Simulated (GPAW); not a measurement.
# A 7-layer slab of Ir(111): simulated STM images

Aim: Tersoff-Hamann images of a 7-layer slab of Ir(111) at several biases.

Method: GPAW, PAW setups; slab in vacuum, relaxation, in the first sound run; inputs show where later runs differ, in GPAW 26.7.0.

### 1. The structure

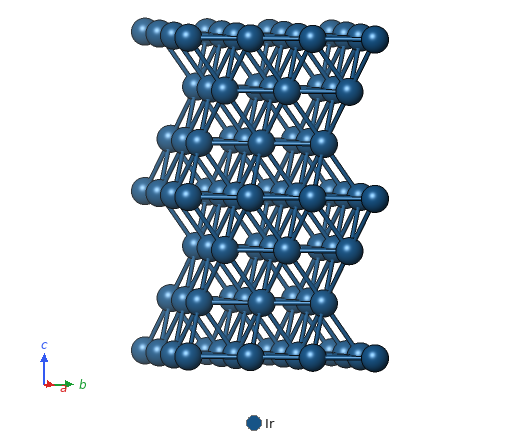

The starting structure, seen from the side, with the c axis up (iridium blue). 3×3×1 cells are drawn. Some periodic images of atoms are drawn too.

The cell holds 7 atoms: 7 Ir. Its edges and angles: a = 2.715 Å, b = 2.715 Å, c = 31.302 Å, α = 90.0°, β = 90.0°, γ = 60.0°. Vacuum lies along c.

### 2. Relaxation

Forces are removed first; all later runs use this geometry. The lowest 3 atoms are held at bulk positions and keep their forces.

run.py reads:

```python
import json
import numpy as np
from ase import Atoms
from ase.constraints import FixAtoms
from ase.optimize import BFGS
from gpaw import GPAW, PW

slab = Atoms(
    ['Ir', 'Ir', 'Ir', 'Ir', 'Ir', 'Ir', 'Ir'],
    positions=[
        [0.00000, 0.00000, 9.00000],
        [1.35765, 0.78384, 11.21703],
        [2.71529, 1.56767, 13.43405],
        [0.00000, 0.00000, 15.65108],
        [1.35765, 0.78384, 17.86810],
        [2.71529, 1.56767, 20.08513],
        [0.00000, 0.00000, 22.30215]],
    cell=[[2.71529, 0.0, 0.0], [1.35765, 2.35151, 0.0], [0.0, 0.0, 31.30215]],
    pbc=[True, True, False])

slab.calc = GPAW(mode=PW(400), xc='PBE', kpts={'size': (13, 13, 1), 'gamma': True},
                 occupations={'name': 'fermi-dirac', 'width': 0.1}, nbands='160%',
                 convergence={'density': 1e-05}, maxiter=200,
                 poissonsolver={'dipolelayer': 'xy'},
                 symmetry={'tolerance': 1e-3, 'extra_ids': [1, 1, 1, 0, 0, 0, 0]}, txt='slab.txt')
result = {}
slab.set_constraint(FixAtoms([0, 1, 2]))
path = []
opt = BFGS(slab, maxstep=0.2)
opt.attach(lambda: path.append((slab.get_potential_energy(), slab.positions.tolist(), slab.get_forces().tolist())))
result['relaxed'] = bool(opt.run(fmax=0.03, steps=40))
result['path'] = path
energy = slab.get_potential_energy()
fermi = slab.calc.get_fermi_level()
v = slab.calc.get_electrostatic_potential().mean((0, 1)) - fermi
n = slab.calc.get_pseudo_density().mean((0, 1))
L = slab.cell[2, 2]
z = np.arange(len(v)) * L / len(v)
low, high = slab.positions[:, 2].min(), slab.positions[:, 2].max()
below, above = np.interp([low - 6.8, high + 6.8], z, v)
slopes = [np.interp(x, z, np.gradient(v, z)) for x in (low - 6.8, high + 6.8)]
eps = np.array([[slab.calc.get_eigenvalues(k, s) for k in range(len(slab.calc.get_ibz_k_points()))]
                for s in range(slab.calc.get_number_of_spins())]) - fermi
top, bottom = eps[eps < 0].max(), eps[eps > 0].min()
dipole = slab.get_dipole_moment()[2]
print(f'energy {energy:.4f} eV, Fermi level {fermi:.4f} eV, dipole {dipole:.5f} e A')
print(f'potential 6.8 A off the faces, from the Fermi level: lower {below:.4f} eV, upper {above:.4f} eV')
print(f'slope of the potential there: lower {slopes[0]:.5f}, upper {slopes[1]:.5f} eV/A')
print(f'nearest levels on the mesh: {top:.4f} and {bottom:.4f} eV')
print('magnetic moment', round(slab.get_magnetic_moment(), 3))
result.update(energy=energy, fermi=fermi, dipole=dipole, below=below, above=above, slopes=slopes, edges=[top, bottom],
              z=z.tolist(), v=v.tolist(), n=n.tolist(), positions=slab.positions.tolist(),
              forces=slab.get_forces(apply_constraint=False).tolist(), moments=slab.get_magnetic_moments().tolist())
json.dump(result, open('result.json', 'w'))
```

Started as:

```sh
$ OMP_NUM_THREADS=1 OPENBLAS_NUM_THREADS=1 python run.py
```

What it wrote:

```text
Step          Energy          fmax
BFGS:    0      -63.739687        0.345653
BFGS:    1      -63.742418        0.262446
BFGS:    2      -63.746773        0.141668
BFGS:    3      -63.747336        0.136626
BFGS:    4      -63.750763        0.129541
BFGS:    5      -63.751332        0.130009
BFGS:    6      -63.754276        0.134747
BFGS:    7      -63.754674        0.104261
BFGS:    8      -63.755010        0.038668
BFGS:    9      -63.755065        0.016613
energy -63.6254 eV, Fermi level 4.6034 eV, dipole 0.00098 e A
potential 6.8 A off the faces, from the Fermi level: lower 5.4911 eV, upper 5.4860 eV
slope of the potential there: lower -0.00025, upper 0.00016 eV/A
nearest levels on the mesh: -0.0069 and 0.0043 eV
magnetic moment 0.0
```

Elapsed: 47 min, on 1 thread of Arm Neoverse V1, shared host; peak memory 0.31 GiB.

The steps of the relaxation:

```
step  energy less that of the first step (eV)  largest force (eV/Å)
   1                                   0.0000                0.3457
   2                                  -0.0030                0.2624
   3                                  -0.0082                0.1417
   4                                  -0.0087                0.1366
   5                                  -0.0121                0.1295
   6                                  -0.0126                0.1300
   7                                  -0.0151                0.1347
   8                                  -0.0154                0.1043
   9                                  -0.0157                0.0387
  10                                  -0.0157                0.0166
```

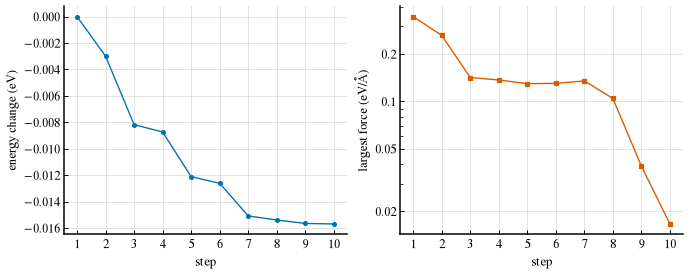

Energy and largest force along the relaxation.

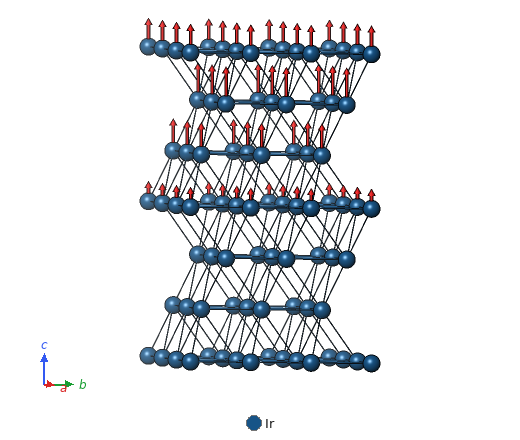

Displacements in the relaxation, exaggerated; the longest in the cell stands for 0.08 Å. 3×3×1 cells are drawn. Some periodic images of atoms are drawn too.

The atoms that moved most (Å):

```
atom     dx     dy     dz  length
 Ir6  0.000  0.000  0.079   0.079
 Ir5  0.000  0.000  0.065   0.065
 Ir7  0.000  0.000  0.057   0.057
 Ir4  0.000  0.000  0.034   0.034
```

The relaxed structure:

```
Ir
1.0
     2.71529    0.00000    0.00000
     1.35765    2.35151    0.00000
     0.00000    0.00000   31.30215
Ir
7
Direct
  0.00000 0.00000 0.28752
  0.33333 0.33333 0.35835
  0.66667 0.66667 0.42917
  0.00000 0.00000 0.50109
  0.33333 0.33333 0.57291
  0.66667 0.66667 0.64418
  0.00000 0.00000 0.71429
```

Numbers from this step:

```yaml
dipole_along_the_normal: 9.75e-4 e·Å
levels_nearest_the_fermi_level_on_the_mesh: -0.006945, 0.004334 eV from the Fermi level
upper_work_function: 5.486 eV
lower_work_function: 5.491 eV
```

The electrostatic potential energy of an electron (without an applied field's), less the Fermi level, planar mean oscillates, so the rows of the table below give means over windows of 2.24 Å about each position, cut where the curve ends. Its maxima inside the range that stand out by 2 % of the span (Å: eV): 10.1: -1.76, 12.4: -2.04, 14.6: -1.68, 16.8: -1.68, 19.1: -1.88, 21.3: -2.04. Its minima: 9.0: -30.7, 11.2: -31.3, 13.4: -31.4, 15.7: -31.3, 17.9: -31.2, 20.1: -31.3, 22.4: -30.9.

Electrostatic potential energy of an electron (without an applied field's), less the Fermi level, planar mean against z; means over each step:

```
z (Å)  electrostatic potential energy of an electron (without an applied field's), less the Fermi level, planar mean (eV)
 1.12                                                                                                                5.49
 3.36                                                                                                                5.49
 5.60                                                                                                                5.46
 7.84                                                                                                               -3.96
10.08                                                                                                               -14.8
12.32                                                                                                               -15.1
14.56                                                                                                               -14.5
16.80                                                                                                               -14.6
19.04                                                                                                               -14.9
21.28                                                                                                               -15.2
23.52                                                                                                               -3.97
25.76                                                                                                                5.46
28.00                                                                                                                5.49
30.24                                                                                                                5.49
```

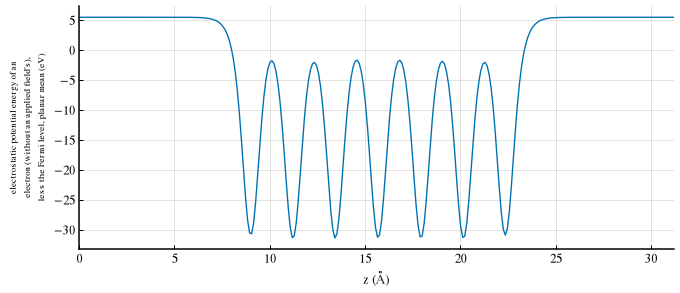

Electrostatic potential energy of an electron (without an applied field's), less the Fermi level, planar mean against z.

The pseudo valence density, planar mean oscillates, so the rows of the table below give means over windows of 2.24 Å about each position, cut where the curve ends. Its maxima inside the range that stand out by 2 % of the span (Å: e/Å³): 8.9: 2.25, 11.3: 2.24, 13.4: 2.28, 15.8: 2.23, 17.9: 2.27, 20.2: 2.25, 22.4: 2.28. Its minima: 10.2: 0.393, 12.4: 0.380, 14.5: 0.368, 16.8: 0.363, 19.0: 0.384, 21.3: 0.396.

The pseudo valence density, planar mean by z; means over each step:

```
z (Å)  pseudo valence density, planar mean (e/Å³)
 3.36                                      2.6e-6
 5.60                                     0.00116
 7.84                                       0.485
10.08                                        1.07
12.32                                        1.07
14.56                                        1.04
16.80                                        1.04
19.04                                        1.06
21.28                                        1.09
23.52                                       0.487
25.76                                     0.00116
28.00                                      2.7e-6
```

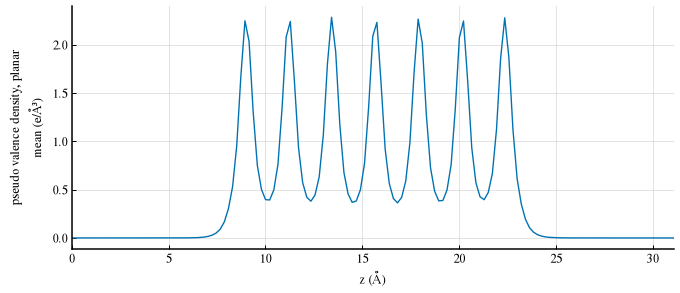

Pseudo valence density, planar mean, plotted against z.

The relaxation lowered the energy of the cell by 0.0157 eV (energies extrapolated to zero smearing; the optimiser's log prints free energies). The largest force left on a free atom is 0.017 eV/Å.

### 3. Plane waves, PBE

With the geometry fixed, the planar mean of the potential gives the vacuum level on each side.

This step: GPAW, PAW setups; slab in vacuum (GPAW 26.7.0).

run.py, as its differences from that of step 2:

```diff
@@ -3,4 +3,3 @@
 from ase import Atoms
-from ase.constraints import FixAtoms
-from ase.optimize import BFGS
+from ase.dft.stm import STM
 from gpaw import GPAW, PW
@@ -13,6 +12,6 @@
         [2.71529, 1.56767, 13.43405],
-        [0.00000, 0.00000, 15.65108],
-        [1.35765, 0.78384, 17.86810],
-        [2.71529, 1.56767, 20.08513],
-        [0.00000, 0.00000, 22.30215]],
+        [0.00000, -0.00000, 15.68512],
+        [1.35765, 0.78384, 17.93334],
+        [2.71529, 1.56767, 20.16413],
+        [-0.00000, -0.00000, 22.35867]],
     cell=[[2.71529, 0.0, 0.0], [1.35765, 2.35151, 0.0], [0.0, 0.0, 31.30215]],
@@ -24,10 +23,4 @@
                  poissonsolver={'dipolelayer': 'xy'},
-                 symmetry={'tolerance': 1e-3, 'extra_ids': [1, 1, 1, 0, 0, 0, 0]}, txt='slab.txt')
+                 symmetry={'tolerance': 1e-3}, txt='slab.txt')
 result = {}
-slab.set_constraint(FixAtoms([0, 1, 2]))
-path = []
-opt = BFGS(slab, maxstep=0.2)
-opt.attach(lambda: path.append((slab.get_potential_energy(), slab.positions.tolist(), slab.get_forces().tolist())))
-result['relaxed'] = bool(opt.run(fmax=0.03, steps=40))
-result['path'] = path
 energy = slab.get_potential_energy()
@@ -53,2 +46,16 @@
               forces=slab.get_forces(apply_constraint=False).tolist(), moments=slab.get_magnetic_moments().tolist())
+
+# Images need the states of the whole zone, up to time reversal
+slab.calc = slab.calc.fixed_density(symmetry={'point_group': False}, txt='states.txt', nbands='250%',
+                                    convergence={'bands': 'CBM+1.3'})
+stm = STM(slab)
+result['stm'] = []
+for bias in [-1.0, 1.0]:
+    height = high + 3.5
+    current = stm.get_averaged_current(bias, height)
+    x, y, h = stm.scan(bias, current)
+    i, f = divmod(height / L * stm.ldos.shape[2], 1)
+    I = abs((1 - f) * stm.ldos[:, :, int(i)] + f * stm.ldos[:, :, int(i) + 1])
+    print(f'bias {bias} V: mean current at 3.5 A {current:.4e}, corrugation {np.ptp(h):.4f} A')
+    result['stm'].append(dict(bias=bias, current=current, h=(h - high).tolist(), I=I.tolist()))
 json.dump(result, open('result.json', 'w'))
```

What it wrote:

```text
energy -63.6254 eV, Fermi level 4.6037 eV, dipole 0.00053 e A
potential 6.8 A off the faces, from the Fermi level: lower 5.4906 eV, upper 5.4844 eV
slope of the potential there: lower -0.00018, upper 0.00003 eV/A
nearest levels on the mesh: -0.0069 and 0.0043 eV
magnetic moment 0.0
bias -1.0 V: mean current at 3.5 A 6.2646e-05, corrugation 0.0419 A
bias 1.0 V: mean current at 3.5 A 4.9148e-05, corrugation 0.1278 A
```

It took 21 min on 1 thread; peak memory 1.1 GiB.

Numbers from this step:

- dipole along the normal: 5.26e-4 e·Å
- levels nearest the Fermi level on the mesh: -0.006945, 0.004348 eV from the Fermi level
- upper work function: 5.484 eV
- corrugation -1: 0.04191 Å
- corrugation 1: 0.1278 Å

The electrostatic potential energy of an electron (without an applied field's), less the Fermi level, planar mean oscillates, so the rows of the table below give means over windows of 2.24 Å about each position, cut where the curve ends. Its maxima inside the range that stand out by 2 % of the span (Å: eV): 10.1: -1.76, 12.4: -2.04, 14.6: -1.68, 16.8: -1.68, 19.1: -1.88, 21.3: -2.04. Its minima: 9.0: -30.7, 11.2: -31.3, 13.4: -31.4, 15.7: -31.3, 17.9: -31.2, 20.1: -31.3, 22.4: -30.9.

Electrostatic potential energy of an electron (without an applied field's), less the Fermi level, planar mean against z; means over each step:

```
z (Å)  electrostatic potential energy of an electron (without an applied field's), less the Fermi level, planar mean (eV)
 1.12                                                                                                                5.49
 3.36                                                                                                                5.49
 5.60                                                                                                                5.46
 7.84                                                                                                               -3.96
10.08                                                                                                               -14.8
12.32                                                                                                               -15.1
14.56                                                                                                               -14.5
16.80                                                                                                               -14.6
19.04                                                                                                               -14.9
21.28                                                                                                               -15.2
23.52                                                                                                               -3.97
25.76                                                                                                                5.46
28.00                                                                                                                5.48
30.24                                                                                                                5.48
```

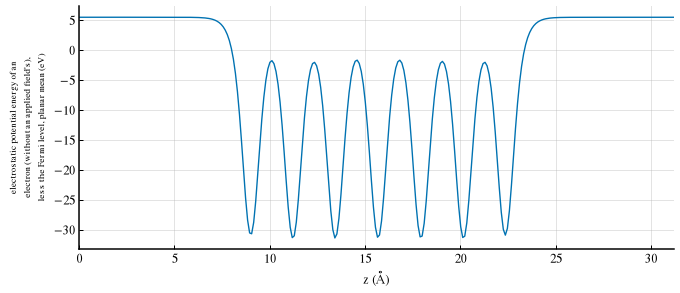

Electrostatic potential energy of an electron (without an applied field's), less the Fermi level, planar mean against z.

The pseudo valence density, planar mean oscillates, so the rows of the table below give means over windows of 2.24 Å about each position, cut where the curve ends. Its maxima inside the range that stand out by 2 % of the span (Å: e/Å³): 8.9: 2.25, 11.3: 2.24, 13.4: 2.28, 15.8: 2.23, 17.9: 2.27, 20.2: 2.25, 22.4: 2.28. Its minima: 10.2: 0.393, 12.4: 0.380, 14.5: 0.368, 16.8: 0.363, 19.0: 0.384, 21.3: 0.396.

Table of pseudo valence density, planar mean by z; means over each step:

```
z (Å)  pseudo valence density, planar mean (e/Å³)
 3.36                                      2.6e-6
 5.60                                     0.00116
 7.84                                       0.485
10.08                                        1.07
12.32                                        1.07
14.56                                        1.04
16.80                                        1.04
19.04                                        1.06
21.28                                        1.09
23.52                                       0.487
25.76                                     0.00116
28.00                                      2.3e-6
```

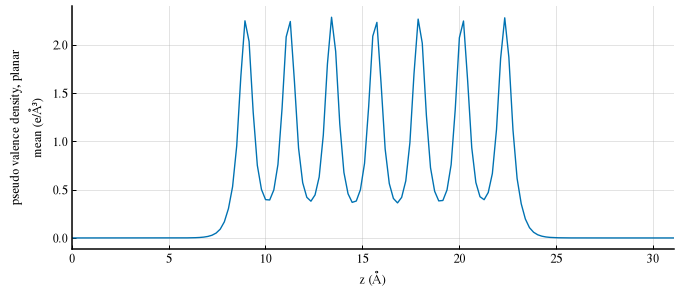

Pseudo valence density, planar mean against z.

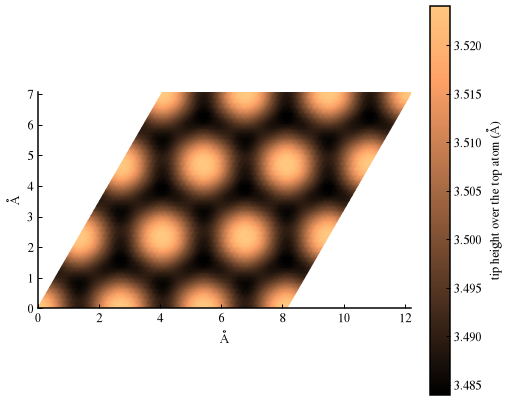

Tip height over the top atom over a1 and a2. Sample bias -1 V, constant current at the mean current 3.5 Å over the top atom. The cell is repeated, with its origin at the lower left corner.

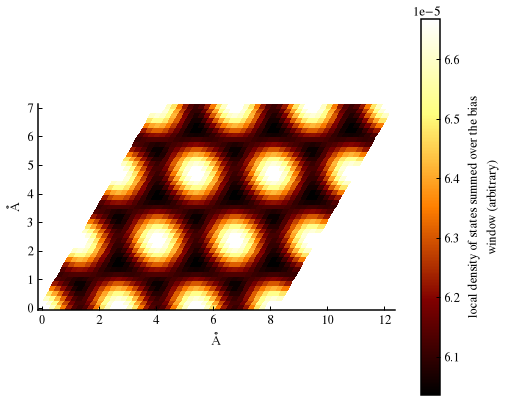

Local density of states summed over the bias window over a1 and a2. Sample bias -1 V, constant height 3.5 Å over the top atom. The cell is repeated, with its origin at the lower left corner.

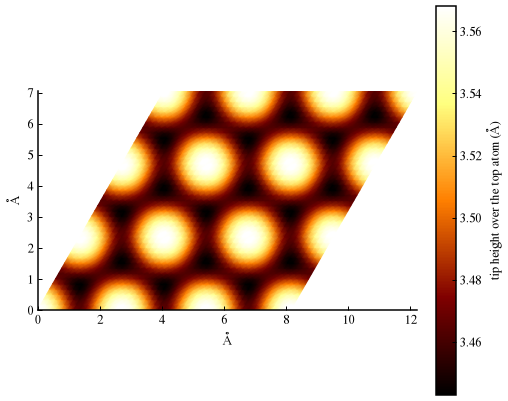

Tip height over the top atom over a1 and a2. Sample bias 1 V, constant current at the mean current 3.5 Å over the top atom. The cell is repeated, with its origin at the lower left corner.

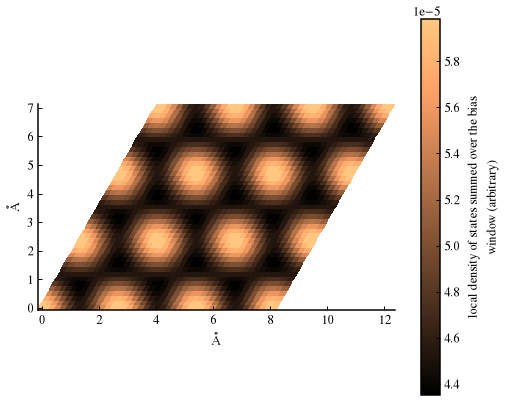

Local density of states summed over the bias window over a1 and a2. Sample bias 1 V, constant height 3.5 Å over the top atom. The cell is repeated, with its origin at the lower left corner.

Force by atom:

```
atom  x (eV/Å)  y (eV/Å)  z (eV/Å)   size
 Ir1     0.000     0.000     0.206  0.206
 Ir2     0.000     0.000    -0.289  0.289
 Ir3     0.000     0.000     0.084  0.084
 Ir4     0.000     0.000    -0.006  0.006
 Ir5     0.000     0.000     0.016  0.016
 Ir6     0.000     0.000    -0.014  0.014
 Ir7     0.000     0.000     0.004  0.004
```

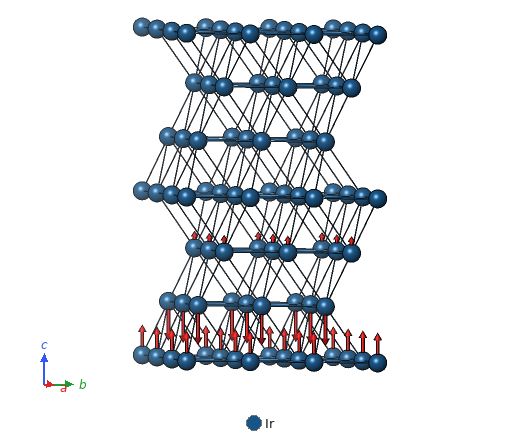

Force as arrows, the longest 0.289 eV/Å. 3×3×1 cells are drawn. Some periodic images of atoms are drawn too.

The potential is flat to 1.8e-4 eV/Å where it is read, so the vacuum is wide enough.

### 4. A changed run

One more run, with changed settings.

run.py, as its differences from that of step 3:

```diff
@@ -3,3 +3,2 @@
 from ase import Atoms
-from ase.dft.stm import STM
 from gpaw import GPAW, PW
@@ -17,3 +16,3 @@
     cell=[[2.71529, 0.0, 0.0], [1.35765, 2.35151, 0.0], [0.0, 0.0, 31.30215]],
-    pbc=[True, True, False])
+    pbc=[True, True, True])
 
@@ -21,3 +20,3 @@
                  occupations={'name': 'fermi-dirac', 'width': 0.1}, nbands='160%',
-                 convergence={'density': 1e-05}, maxiter=200,
+                 convergence={'density': 1e-05}, maxiter=75,
                  poissonsolver={'dipolelayer': 'xy'},
@@ -46,16 +45,2 @@
               forces=slab.get_forces(apply_constraint=False).tolist(), moments=slab.get_magnetic_moments().tolist())
-
-# Images need the states of the whole zone, up to time reversal
-slab.calc = slab.calc.fixed_density(symmetry={'point_group': False}, txt='states.txt', nbands='250%',
-                                    convergence={'bands': 'CBM+1.3'})
-stm = STM(slab)
-result['stm'] = []
-for bias in [-1.0, 1.0]:
-    height = high + 3.5
-    current = stm.get_averaged_current(bias, height)
-    x, y, h = stm.scan(bias, current)
-    i, f = divmod(height / L * stm.ldos.shape[2], 1)
-    I = abs((1 - f) * stm.ldos[:, :, int(i)] + f * stm.ldos[:, :, int(i) + 1])
-    print(f'bias {bias} V: mean current at 3.5 A {current:.4e}, corrugation {np.ptp(h):.4f} A')
-    result['stm'].append(dict(bias=bias, current=current, h=(h - high).tolist(), I=I.tolist()))
 json.dump(result, open('result.json', 'w'))
```

What it wrote:

```text
AssertionError
```

The job ended after 1 s (1 thread; peak memory 0.15 GiB).

The input was rejected at the start.

The fault put into the input: a dipole layer in a cell that repeats along the normal (pbc_z = true).

### 5. Summary of results

```yaml
work_function_upper_and_lower_face: 5.484 and 5.491 eV
dipole_along_the_normal: 5.3e-4 e Å, near the numerical noise
corrugation_at_minus_1_v: 0.0419 Å
corrugation_at_1_v: 0.128 Å
```

What this shows: The corrugation at constant current is largest at 1 V, where the tip height varies by 0.13 Å over the cell. Negative sample bias images filled states, positive bias empty ones. The measured value for this face is 5.78 eV (as compiled in "Anisotropic work function of elemental crystals", 2019, arxiv:1902.07811); the relaxed upper face lies 0.30 eV under it with PBE. Measured work functions scatter by a tenth of an eV or more between methods. The images are of Tersoff-Hamann type: an s-wave tip, no tip-sample forces, heights closer than in a microscope. The small printed dipole stands for a step of -15 meV from the lower to the upper face, and the probes find -6.2 meV; values this small are near the numerical noise of both. The in-plane lattice was kept as typed, which isn't the functional's own and leaves some strain; spin-orbit coupling and temperature are left out.

[Logs are printed without paths, hosts, clocks, repeated set-up lines and the standing remarks that a program may print on its own settings, such as how far it seeks lower states.]

[Hosts, paths, dates, database ids (printed as entryN), source tags and the programs' standing remarks are cut or masked in the printed files.]
